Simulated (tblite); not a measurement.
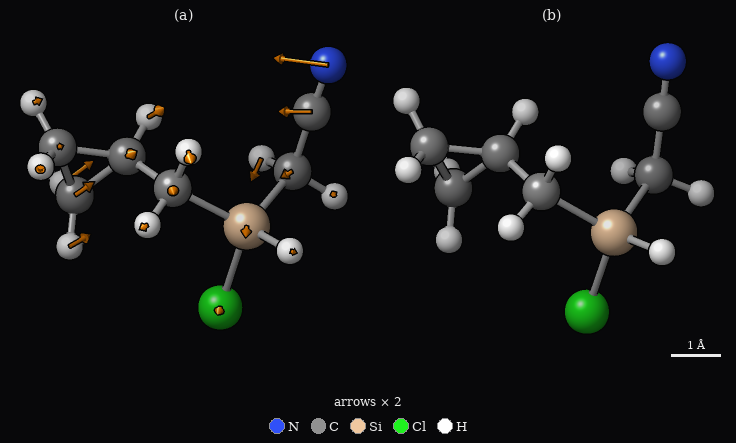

The structure of C6H10ClNSi before (left) and after (right) a relaxation, at one scale. The orange arrows give the displacements, 2 times their true length.

Style: ball-and-stick. Shown face on.

The calculation used GFN2-xTB geometry optimisation, gas phase in tblite 0.8.0. 

Q: Describe what moved and what it gained.

A: The N atom moves most after the best rigid fit: 0.66 Å. Largest moves by element: N 0.66 Å, H 0.43 Å, C 0.42 Å, Si 0.16 Å, Cl 0.14 Å. Some distances before and after: C–Si 1.863 → 1.924 Å, Cl–Si 2.071 → 2.025 Å, C–C 1.466 → 1.429 Å, C–Si 1.871 → 1.906 Å. Bond angles that change, for instance: Cl–Si–H 104.9° → 108.7°, C–Si–C 113.4° → 109.7°, Si–C–C 116.5° → 113.4°. After 134 geometry steps the energy has fallen by 16.1 kJ/mol.
